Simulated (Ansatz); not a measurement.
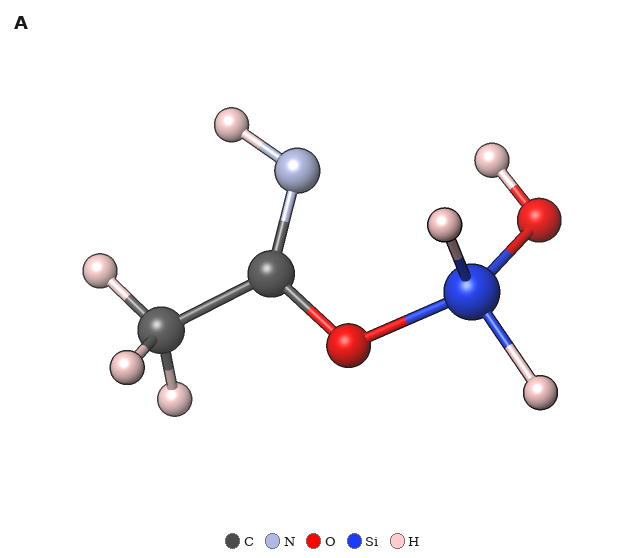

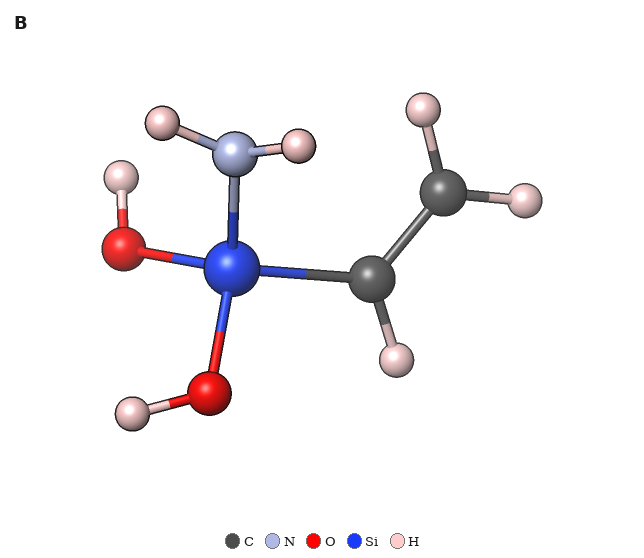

2 stationary structures of one formula. Geometries: PBE0-D4/def2-TZVP. Electronic energies: CCSD(T)/CBS (MP2 limit from def2-TZVPP and def2-QZVPP plus CCSD(T) − MP2) (Ansatz 0.2.0), without zero-point energy. No frequency run is at hand to confirm each as a minimum. Each is one conformer, not always the lowest.

> Are they conformers, stereoisomers or constitutional isomers?

They are constitutional isomers of C2H7NO2Si: A `[H]/N=C(\C)O[SiH2]O`, B `C=C[Si](N)(O)O`.

> Which structure is the most stable?

B is lowest; A lies 1.187 eV above it.

Give E(B) − E(A) in eV at these levels too: r2SCAN-D4/def2-TZVPP; B3LYP-D4/def2-TZVPP; RHF-CCSD(T) (frozen core)/def2-TZVPP; B2PLYP (frozen core)/def2-TZVPP; CCSD(T)/CBS (MP2 limit from def2-TZVPP and def2-QZVPP plus CCSD(T) − MP2); PBE0-D4/def2-TZVP; RHF-MP2 (frozen core)/def2-QZVPP; ωB97M-V/def2-TZVPP.

```tsv
level	E(B) − E(A) (eV)
r2SCAN-D4/def2-TZVPP	−1.004
B3LYP-D4/def2-TZVPP	−1.043
RHF-CCSD(T) (frozen core)/def2-TZVPP	−1.094
B2PLYP (frozen core)/def2-TZVPP	−1.061
CCSD(T)/CBS (MP2 limit from def2-TZVPP and def2-QZVPP plus CCSD(T) − MP2)	−1.187
PBE0-D4/def2-TZVP	−0.938
RHF-MP2 (frozen core)/def2-QZVPP	−1.200
ωB97M-V/def2-TZVPP	−1.079
```
